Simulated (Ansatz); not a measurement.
# CH4AlO: composite energy at a relaxed geometry in Python

Wanted for CH4AlO: a composite energy at a relaxed geometry.

All numbers are computed with Ansatz 0.2.0 through its Python package. The levels of theory stand in the script.

### 1 The structure

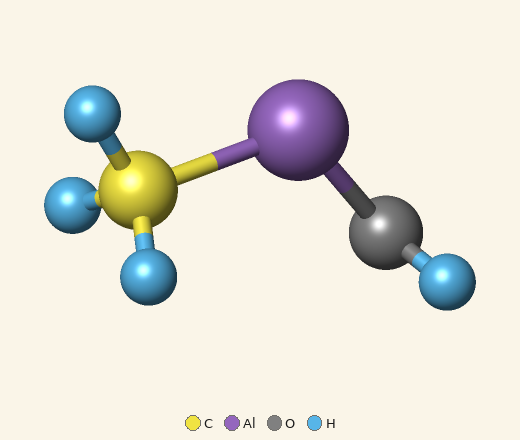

The structure that the script starts from, seen from a chosen angle (carbon yellow, aluminium purple, oxygen grey, hydrogen blue).

The script holds or builds the structure itself.

### 2 The code

The input, run_composite.py:

```python
"""Relax CH4AlO cheaply, then refine its energy."""

import ansatz as az
import numpy as np

BASIS = "def2-SVP"
XC = "r2scan"

system = (
    az.Crystal.molecule()
    .atom("C", (-0.8306, 0.4988, -0.3661))
    .atom("Al", (1.0565, 0.0891, -0.3787))
    .atom("O", (1.6125, -1.4249, 0.4553))
    .atom("H", (-1.3745, -0.2629, -0.8696))
    .atom("H", (-1.0366, 1.4827, -0.9524))
    .atom("H", (-1.2298, 0.6815, 0.6662))
    .atom("H", (1.8638, -1.1323, 1.3996))
)

job = (
    system.calculation()
    .basis(gaussian=BASIS)
    .functional(XC)
    .spin("collinear", total=1)
)
symbols = [site.symbol for site in system.cartesian_sites]
start = np.array([site.position_ang for site in system.cartesian_sites], dtype=float)
summary = job.relax(force_tolerance=0.01, max_steps=100).run(threads=1).report
end = np.array(summary["positions_ang"])
print("final positions (A) and the move of each atom")
for symbol, xyz, old in zip(symbols, end, start):
    print(f"{symbol:2s} {xyz[0]:10.5f} {xyz[1]:10.5f} {xyz[2]:10.5f}   {np.linalg.norm(xyz - old):7.4f}")

minimum = az.Crystal.molecule()
for symbol, place in zip(symbols, end):
    minimum = minimum.atom(symbol, place.tolist())
at_minimum = minimum.calculation().spin("collinear", total=1)
# MP2 extrapolated to the basis limit, plus the small-basis difference CCSD(T) - MP2
level = lambda method, basis: at_minimum.basis(gaussian=basis).correlation(method).run(threads=1).report
small, large, cluster = level("mp2", "cc-pVDZ"), level("mp2", "cc-pVTZ"), level("ccsd_t", "cc-pVDZ")
corr = lambda each: (each["free_energy_ev"] - each["reference_energy_ev"]) / 27.211386246
mp2_limit = (27 * corr(large) - 8 * corr(small)) / 19
pieces = {"HF / cc-pVTZ": large["reference_energy_ev"] / 27.211386246, "MP2 correlation, DZ-TZ limit": mp2_limit, "CCSD(T) - MP2 / cc-pVDZ": corr(cluster) - corr(small)}
for name, value in pieces.items():
    print(f"{name:32s} {value:14.6f} Ha")
print(f"{'sum':32s} {sum(pieces.values()):14.6f} Ha")
print("T1 diagnostic", round(cluster["correlation"]["coupled_cluster"]["t1_diagnostic"], 4))
```

### 3 The calls as engine input

The engine receives this input (first run):

```yaml
crystal:
  periodic: [false, false, false]
  atoms:
    - { symbol: C, position_ang: [-0.8306, 0.4988, -0.3661] }
    - { symbol: Al, position_ang: [1.0565, 0.0891, -0.3787] }
    - { symbol: O, position_ang: [1.6125, -1.4249, 0.4553] }
    - { symbol: H, position_ang: [-1.3745, -0.2629, -0.8696] }
    - { symbol: H, position_ang: [-1.0366, 1.4827, -0.9524] }
    - { symbol: H, position_ang: [-1.2298, 0.6815, 0.6662] }
    - { symbol: H, position_ang: [1.8638, -1.1323, 1.3996] }
basis:
  gaussian:
    orbitals: def2-SVP
hamiltonian:
  xc: r2scan
magnetization:
  spin_polarized: true
  initial_magnetization: 1.0
relax:
  f_tol: 0.01
  max_steps: 100
```

### 4 Launch

On the command line:

```sh
> python run_composite.py
```

The log of the run:

```text
final positions (A) and the move of each atom
C    -0.89071    0.57486   -0.34549    0.0991
Al    0.90895    0.33441    0.41424    0.8430
O     1.46739   -1.28697    0.51288    0.2083
H    -1.30616   -0.40745   -0.62774    0.2899
H    -0.86898    1.21889   -1.24039    0.4250
H    -1.57279    1.05052    0.37897    0.5799
H     2.32360   -1.55226    0.86182    0.8228
HF / cc-pVTZ                        -357.063356 Ha
MP2 correlation, DZ-TZ limit          -0.526389 Ha
CCSD(T) - MP2 / cc-pVDZ               -0.037811 Ha
sum                                 -357.627556 Ha
T1 diagnostic 0.0165
```

Run time: 1.8 min. Hardware: 1 thread of AMD EPYC 7B13 (Zen 3), shared host; peak memory 0.37 GiB.

### 5 How the relaxation of run 0 went

Relaxation path:

```
step  energy from step 1 (eV)  largest force component (eV/Å)
   1                   0.0000                          3.0584
   2                  -0.2183                          1.5410
   3                  -0.3806                          0.6413
   4                  -0.3664                          2.5130
   5                  -0.4334                          0.4874
   6                  -0.4764                          0.3087
   7                  -0.5121                          0.2264
   8                  -0.5180                          0.2357
   9                  -0.5188                          0.1765
  10                  -0.5232                          0.0474
  11                  -0.5235                          0.0108
  12                  -0.5237                          0.0495
  13                  -0.5237                          0.0215
  14                  -0.5239                          0.0080
  15                  -0.5240                          0.0605
  16                  -0.5240                          0.0384
  17                  -0.5241                          0.0155
  18                  -0.5241                          0.0115
  19                  -0.5242                          0.0293
  20                  -0.5242                          0.0214
  21                  -0.5242                          0.0061
  22                  -0.5242                          0.0119
  23                  -0.5242                          0.0087
  24                  -0.5242                          0.0023
```

Step 1 is the start. Steps 4, 23 were tried and not accepted.

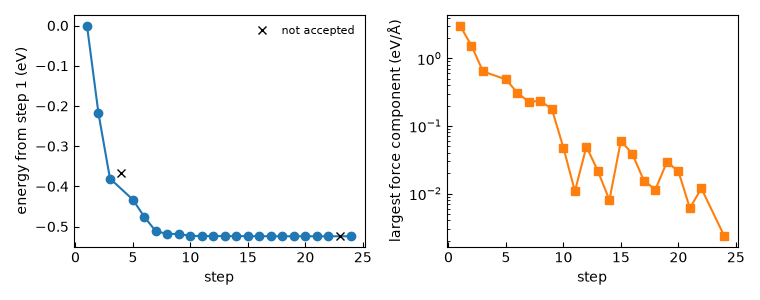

Energy and largest force along the relaxation.

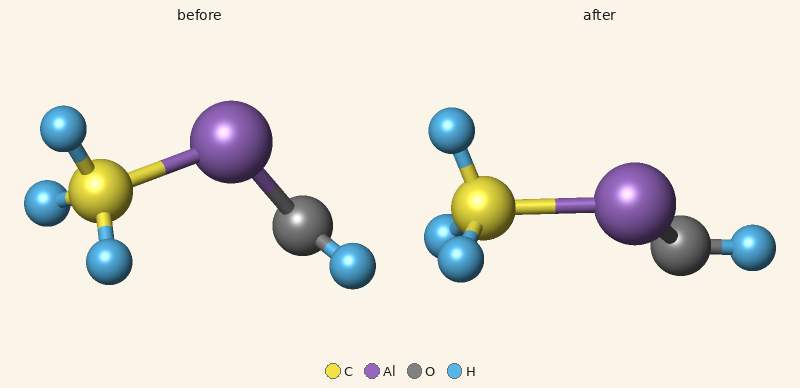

Before and after, at one scale.

Before: Bond lengths: C1–Al2 1.931 Å, Al2–O3 1.816 Å, C1–H4 1.063 Å, C1–H5 1.164 Å, C1–H6 1.122 Å, O3–H7 1.020 Å. Angles: C1–Al2–O3 118.2°, Al2–C1–H4 110.2°, Al2–C1–H5 110.4°, Al2–C1–H6 112.8°, H4–C1–H5 106.1°, H4–C1–H6 111.8°, H5–C1–H6 105.2°, Al2–O3–H7 105.2°.

After: Bond lengths: C1–Al2 1.968 Å, Al2–O3 1.718 Å, C1–H4 1.103 Å, C1–H5 1.103 Å, C1–H6 1.103 Å, O3–H7 0.962 Å. Angles: C1–Al2–O3 115.8°, Al2–C1–H4 109.5°, Al2–C1–H5 111.5°, Al2–C1–H6 111.4°, H4–C1–H5 108.7°, H4–C1–H6 108.6°, H5–C1–H6 107.1°, Al2–O3–H7 124.8°.

Run 0 is this relaxation; the runs after it count from 1.

### 6 The runs side by side

One row for each of the 3 runs:

```tsv
run	basis	method	energy (eV)	<S²>	iterations in all	CPU time (s)
1	cc-pVDZ	mp2	-9725.1105	0.76	16	0.66
2	cc-pVTZ	mp2	-9729.3744	0.76	12	2.6
3	cc-pVDZ	ccsd_t	-9726.1393	0.76	71	7.5
```

### 7 Results

| quantity | value |
| --- | --- |
| T1 diagnostic | 0.0165 |
| composite energy | -357.627556 Ha |
| runs compared | 3 |

In CPU time, run 3 cost about 11 times as much as run 1. A T1 diagnostic under about 0.02 supports a single-reference treatment, as here. Run 0: After 21 moves the largest shift is 0.843 Å, of atom 2 (Al). So large a move can change the bonding: the results belong to the relaxed structure. Notes:
- The sum leaves out core correlation, relativity, the Hartree-Fock basis error and zero-point energy; a DZ-TZ extrapolation is rough.
- The run takes the species as open-shell (spin multiplicity 2), which needn't be its ground state.
- Inner cores stay frozen, so this is valence correlation.
- For Al to Cl the sets with a tight d function, cc-pV(X+d)Z, are usual.
- An extrapolation from small basis sets is rough.
